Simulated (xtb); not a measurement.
**CH7BSSi: geometry relaxation (part 3 of 3)**

CH7BSSi; GFN2-xTB (xtb 6.7.1). 

Geometry of the input (Å):
```
C  -0.2250  1.4808  -0.8435
B  -0.2975  -0.1135  -0.4324
Si 0.6973  -0.7654  1.2229
S  -1.1826  -1.2169  -1.4078
H  0.8126  1.7198  -1.0134
H  -0.5983  2.0669  0.0111
H  -0.7750  1.6043  -1.7197
H  0.0834  -1.9369  1.6861
H  0.3464  0.2398  2.3609
H  2.0373  -0.8589  1.0868
H  -1.1119  -2.2698  -0.8349
```

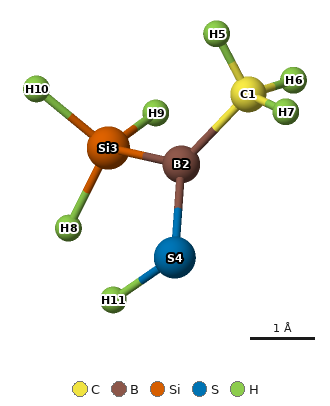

Fig. 1: The geometry at step 4 of the log (ball-and-stick view, seen at a tilt; atoms are numbered from 1 in the order of the input).

## Output, continued
```
          ...................................................
          :                      SETUP                      :
          :.................................................:
          :  # basis functions                  35          :
          :  # atomic orbitals                  33          :
          :  # shells                           17          :
          :  # electrons                        24          :
          :  max. iterations                   250          :
          :  Hamiltonian                  GFN2-xTB          :
          :  restarted?                      false          :
          :  GBSA solvation                  false          :
          :  PC potential                    false          :
          :  electronic temp.          300.0000000     K    :
          :  accuracy                    1.0000000          :
          :  -> integral cutoff          0.2500000E+02      :
          :  -> integral neglect         0.1000000E-07      :
          :  -> SCF convergence          0.1000000E-05 Eh   :
          :  -> wf. convergence          0.1000000E-03 e    :
          :  Broyden damping             0.4000000          :
          :  net charge                          0          :
          :  unpaired electrons                  0          :
          ...................................................

 iter      E             dE          RMSdq      gap      omega  full diag
   1    -12.0314805 -0.120315E+02  0.123E-04    3.25       0.0  T
   2    -12.0314805 -0.422595E-11  0.639E-05    3.25     472.2  T
   3    -12.0314805  0.107629E-10  0.683E-05    3.25     441.8  T

   *** convergence criteria satisfied after 3 iterations ***

         #    Occupation            Energy/Eh            Energy/eV
      -------------------------------------------------------------
         1        2.0000           -0.7150301             -19.4570
       ...           ...                  ...                  ...
         6        2.0000           -0.4722182             -12.8497
         7        2.0000           -0.4689107             -12.7597
         8        2.0000           -0.4338705             -11.8062
         9        2.0000           -0.4248616             -11.5611
        10        2.0000           -0.4205684             -11.4442
        11        2.0000           -0.4011476             -10.9158
        12        2.0000           -0.3787464             -10.3062 (HOMO)
        13                         -0.2591484              -7.0518 (LUMO)
        14                         -0.1833379              -4.9889
        15                         -0.1728042              -4.7022
        16                         -0.1586482              -4.3170
        17                         -0.1397921              -3.8039
       ...                                ...                  ...
        33                          0.7342448              19.9798
      -------------------------------------------------------------
                  HL-Gap            0.1195980 Eh            3.2544 eV
             Fermi-level           -0.3189474 Eh           -8.6790 eV

 SCC (total)                   0 d,  0 h,  0 min,  0.004 sec
 SCC setup                      ...        0 min,  0.000 sec (  1.362%)
 Dispersion                     ...        0 min,  0.000 sec (  1.111%)
 classical contributions        ...        0 min,  0.000 sec (  0.248%)
 integral evaluation            ...        0 min,  0.001 sec ( 21.756%)
 iterations                     ...        0 min,  0.001 sec ( 28.620%)
 molecular gradient             ...        0 min,  0.002 sec ( 44.752%)
 printout                       ...        0 min,  0.000 sec (  1.984%)

         :::::::::::::::::::::::::::::::::::::::::::::::::::::
         ::                     SUMMARY                     ::
         :::::::::::::::::::::::::::::::::::::::::::::::::::::
         :: total energy             -11.914689449792 Eh    ::
         :: gradient norm              0.000362135610 Eh/a0 ::
         :: HOMO-LUMO gap              3.254426791365 eV    ::
         ::.................................................::
         :: SCC energy               -12.031467902112 Eh    ::
         :: -> isotropic ES            0.031500872345 Eh    ::
         :: -> anisotropic ES          0.004662496302 Eh    ::
         :: -> anisotropic XC          0.004868357455 Eh    ::
         :: -> dispersion             -0.006659130642 Eh    ::
         :: repulsion energy           0.116778452320 Eh    ::
         :: add. restraining           0.000000000000 Eh    ::
         :: total charge               0.000000000000 e     ::
         :::::::::::::::::::::::::::::::::::::::::::::::::::::

           -------------------------------------------------
          |                Property Printout                |
           -------------------------------------------------

    * Orbital Energies and Occupations

         #    Occupation            Energy/Eh            Energy/eV
      -------------------------------------------------------------
         1        2.0000           -0.7150301             -19.4570
         2        2.0000           -0.7076232             -19.2554
         3        2.0000           -0.5845573             -15.9066
         4        2.0000           -0.5072637             -13.8033
         5        2.0000           -0.4743534             -12.9078
         6        2.0000           -0.4722182             -12.8497
         7        2.0000           -0.4689107             -12.7597
         8        2.0000           -0.4338705             -11.8062
         9        2.0000           -0.4248616             -11.5611
        10        2.0000           -0.4205684             -11.4442
        11        2.0000           -0.4011476             -10.9158
        12        2.0000           -0.3787464             -10.3062 (HOMO)
        13                         -0.2591484              -7.0518 (LUMO)
        14                         -0.1833379              -4.9889
        15                         -0.1728042              -4.7022
        16                         -0.1586482              -4.3170
        17                         -0.1397921              -3.8039
        18                         -0.0908201              -2.4713
        19                         -0.0734021              -1.9974
        20                         -0.0627206              -1.7067
        21                         -0.0131932              -0.3590
        22                         -0.0053567              -0.1458
        23                          0.0499574               1.3594
       ...                                ...                  ...
        33                          0.7342448              19.9798
      -------------------------------------------------------------
                  HL-Gap            0.1195980 Eh            3.2544 eV
             Fermi-level           -0.3189474 Eh           -8.6790 eV

     #   Z          covCN         q      C6AA      α(0)
     1   6 C        3.685    -0.188    24.423     7.075
     2   5 B        2.734     0.203    18.325     7.169
     3  14 Si       3.701     0.382   100.107    19.162
     4  16 S        1.852    -0.283   153.269    20.837
     5   1 H        0.924     0.040     2.452     2.449
     6   1 H        0.924     0.038     2.473     2.459
     7   1 H        0.925     0.036     2.508     2.477
     8   1 H        0.915    -0.134     6.925     4.116
     9   1 H        0.917    -0.123     6.455     3.974
    10   1 H        0.916    -0.121     6.355     3.943
    11   1 H        0.923     0.151     1.386     1.841

 Mol. C6AA /au·bohr⁶  :       2025.962801
 Mol. C8AA /au·bohr⁸  :      73376.274732
 Mol. α(0) /au        :         75.502303

Wiberg/Mayer (AO) data.
largest (>0.10) Wiberg bond orders for each atom

 ---------------------------------------------------------------------------
     #   Z sym  total        # sym  WBO       # sym  WBO       # sym  WBO
 ---------------------------------------------------------------------------
     1   6 C    3.975 --     2 B    1.061     7 H    0.984     6 H    0.963
                             5 H    0.960
     2   5 B    3.389 --     4 S    1.276     1 C    1.061     3 Si   0.891
     3  14 Si   3.587 --     9 H    0.899    10 H    0.897     8 H    0.895
                             2 B    0.891
     4  16 S    2.273 --     2 B    1.276    11 H    0.955
     5   1 H    0.998 --     1 C    0.960
     6   1 H    0.999 --     1 C    0.963
     7   1 H    0.999 --     1 C    0.984
     8   1 H    0.982 --     3 Si   0.895
     9   1 H    0.985 --     3 Si   0.899
    10   1 H    0.985 --     3 Si   0.897
    11   1 H    0.977 --     4 S    0.955
 ---------------------------------------------------------------------------

Topologies differ in total number of bonds
Writing topology from bond orders to xtbtopo.mol

molecular dipole:
                 x           y           z       tot (Debye)
 q only:        0.111      -0.022       0.182
   full:        0.128       0.178       0.135       0.655
molecular quadrupole (traceless):
                xx          xy          yy          xz          yz          zz
 q only:        0.008       0.367       2.817      -2.639       0.102      -2.825
  q+dip:       -0.109      -0.036       4.347      -4.387      -0.712      -4.238
   full:        0.069      -0.078       4.268      -4.644      -0.675      -4.337

           -------------------------------------------------
          |                Geometry Summary                 |
           -------------------------------------------------

      molecular mass/u    :       90.0276353
   center of mass at/Å    :       -0.3015422      -0.4523100      -0.2676467
  moments of inertia/u·Å² :        0.9236221E+02   0.1848386E+03   0.2685996E+03
rotational constants/cm⁻¹ :        0.1825166E+00   0.9120190E-01   0.6276121E-01

 * 10 selected distances

     #   Z          #   Z                                           value/Å
     1   6 C        2   5 B                                       1.5805331
     2   5 B        3  14 Si                                      1.9730205 (max)
     2   5 B        4  16 S                                       1.7809678
     1   6 C        5   1 H                                       1.0911863
     1   6 C        6   1 H                                       1.0911143
     1   6 C        7   1 H                                       1.0893614 (min)
     3  14 Si       8   1 H                                       1.4748068
     3  14 Si       9   1 H                                       1.4677544
     3  14 Si      10   1 H                                       1.4699081
     4  16 S       11   1 H                                       1.3328013

 * 6 distinct bonds (by element types)

   Z      Z             #   av. dist./Å        max./Å        min./Å
   1 H    6 C           3     1.0905540     1.0911863     1.0893614
   5 B    6 C           1     1.5805331     1.5805331     1.5805331
   1 H   14 Si          3     1.4708231     1.4748068     1.4677544
   5 B   14 Si          1     1.9730205     1.9730205     1.9730205
   1 H   16 S           1     1.3328013     1.3328013     1.3328013
   5 B   16 S           1     1.7809678     1.7809678     1.7809678

optimized geometry written to: xtbopt.xyz

           -------------------------------------------------
          | TOTAL ENERGY              -11.914689449792 Eh   |
          | GRADIENT NORM               0.000362135610 Eh/α |
          | HOMO-LUMO GAP               3.254426791365 eV   |
           -------------------------------------------------

------------------------------------------------------------------------
------------------------------------------------------------------------
 total:
 *  cpu-time:     0 d,  0 h,  0 min,  0.064 sec
 * ratio c/w:     0.992 speedup
 SCF:
 *  cpu-time:     0 d,  0 h,  0 min,  0.007 sec
 * ratio c/w:     0.991 speedup
 ANC optimizer:
 *  cpu-time:     0 d,  0 h,  0 min,  0.047 sec
 * ratio c/w:     0.992 speedup
```

## File xtbopt.xyz
```
11
 energy: -11.914689449792 gnorm: 0.000362135610 xtb: 6.7.1
C           -0.22153123507482        1.43467839028686       -0.84912460701967
B           -0.29909247821010       -0.07525636734711       -0.38850996152934
Si           0.58846967721673       -0.70648557855018        1.25666246508983
S           -1.20736915982264       -1.17810141970055       -1.45181243400999
H            0.81411408790590        1.73705093877170       -1.01251641986153
H           -0.60101993455018        2.10192718259233       -0.07369081923598
H           -0.77102850090735        1.65109772834042       -1.76450615871978
H            0.09987199709684       -2.02631420221727        1.69754741670546
H            0.41070689522799        0.19626199447612        2.40023137768438
H            2.03845019782609       -0.86724424961877        1.07682194400757
H           -1.06476154670843       -2.31732441703353       -0.77491280311096
```

## Standard error
```
normal termination of xtb
```

## Trajectory as extended XYZ (Å, eV, eV/Å), 8 frames, from step=0 to step=7
```
11
Properties=species:S:1:pos:R:3 step=0 energy=-323.43132
C    -0.2250    1.4808   -0.8435
B    -0.2975   -0.1135   -0.4324
Si    0.6973   -0.7654    1.2229
S    -1.1826   -1.2169   -1.4078
H     0.8126    1.7198   -1.0134
H    -0.5983    2.0669    0.0111
H    -0.7750    1.6043   -1.7197
H     0.0834   -1.9369    1.6861
H     0.3464    0.2398    2.3609
H     2.0373   -0.8589    1.0868
H    -1.1119   -2.2698   -0.8349
11
Properties=species:S:1:pos:R:3 step=1 energy=-324.08907
C    -0.2238    1.4409   -0.8407
B    -0.2750   -0.1122   -0.4198
Si    0.6441   -0.7242    1.2422
S    -1.2062   -1.1843   -1.4306
H     0.8085    1.7329   -1.0102
H    -0.5895    2.0569   -0.0172
H    -0.7899    1.6382   -1.7328
H     0.0818   -1.9820    1.6991
H     0.3753    0.2324    2.3604
H     2.0640   -0.8541    1.0935
H    -1.1024   -2.2942   -0.8278
11
Properties=species:S:1:pos:R:3 step=2 energy=-324.20210
C    -0.2163    1.4199   -0.8402
B    -0.2910   -0.0966   -0.3984
Si    0.6081   -0.7052    1.2456
S    -1.2349   -1.1650   -1.4386
H     0.8142    1.7354   -1.0132
H    -0.5858    2.0634   -0.0411
H    -0.7855    1.6559   -1.7392
H     0.1032   -2.0112    1.7138
H     0.3905    0.2236    2.3518
H     2.0551   -0.8583    1.1003
H    -1.0709   -2.3116   -0.8245
11
Properties=species:S:1:pos:R:3 step=3 energy=-324.21137
C    -0.2194    1.4249   -0.8428
B    -0.2892   -0.0894   -0.4033
Si    0.5932   -0.7043    1.2489
S    -1.2343   -1.1684   -1.4466
H     0.8123    1.7357   -1.0147
H    -0.5916    2.0802   -0.0524
H    -0.7833    1.6578   -1.7468
H     0.1049   -2.0212    1.7138
H     0.4068    0.2185    2.3780
H     2.0461   -0.8642    1.0959
H    -1.0587   -2.3194   -0.8139
11
Properties=species:S:1:pos:R:3 step=4 energy=-324.21432
C    -0.2222    1.4318   -0.8456
B    -0.3006   -0.0787   -0.3902
Si    0.5919   -0.7088    1.2522
S    -1.2183   -1.1731   -1.4533
H     0.8123    1.7346   -1.0125
H    -0.5979    2.0961   -0.0639
H    -0.7778    1.6567   -1.7561
H     0.1037   -2.0264    1.7092
H     0.4068    0.2113    2.3832
H     2.0470   -0.8721    1.0879
H    -1.0579   -2.3210   -0.7947
11
Properties=species:S:1:pos:R:3 step=5 energy=-324.21499
C    -0.2231    1.4341   -0.8468
B    -0.2966   -0.0779   -0.3922
Si    0.5908   -0.7068    1.2548
S    -1.2097   -1.1773   -1.4563
H     0.8118    1.7370   -1.0128
H    -0.5995    2.0978   -0.0665
H    -0.7768    1.6546   -1.7586
H     0.1004   -2.0240    1.7034
H     0.4093    0.2042    2.3927
H     2.0439   -0.8714    1.0823
H    -1.0638   -2.3201   -0.7839
11
Properties=species:S:1:pos:R:3 step=6 energy=-324.21517
C    -0.2222    1.4352   -0.8487
B    -0.2977   -0.0760   -0.3900
Si    0.5887   -0.7074    1.2559
S    -1.2058   -1.1787   -1.4539
H     0.8131    1.7385   -1.0134
H    -0.6003    2.0993   -0.0706
H    -0.7738    1.6524   -1.7623
H     0.0989   -2.0253    1.6998
H     0.4117    0.1983    2.3981
H     2.0392   -0.8679    1.0782
H    -1.0650   -2.3182   -0.7770
11
Properties=species:S:1:pos:R:3 step=7 energy=-324.21522
C    -0.2215    1.4347   -0.8491
B    -0.2991   -0.0753   -0.3885
Si    0.5885   -0.7065    1.2567
S    -1.2074   -1.1781   -1.4518
H     0.8141    1.7370   -1.0125
H    -0.6010    2.1019   -0.0737
H    -0.7710    1.6511   -1.7645
H     0.0999   -2.0263    1.6975
H     0.4107    0.1963    2.4002
H     2.0385   -0.8672    1.0768
H    -1.0648   -2.3173   -0.7749
```

## Results in brief

| quantity | value |
| --- | --- |
| outcome | converged |
| electrons treated | 24 |
| total energy | −11.914689 hartree |
| dispersion energy | −0.006659 hartree |
| basis functions | 35 |
| HOMO | −10.31 eV |
| LUMO | −7.05 eV |
| dipole moment | 0.65 D |
| hardware | 1 thread of Intel Xeon @ 2.70GHz, 189 GiB of memory available, shared host |
| peak memory | 0.071 GiB |
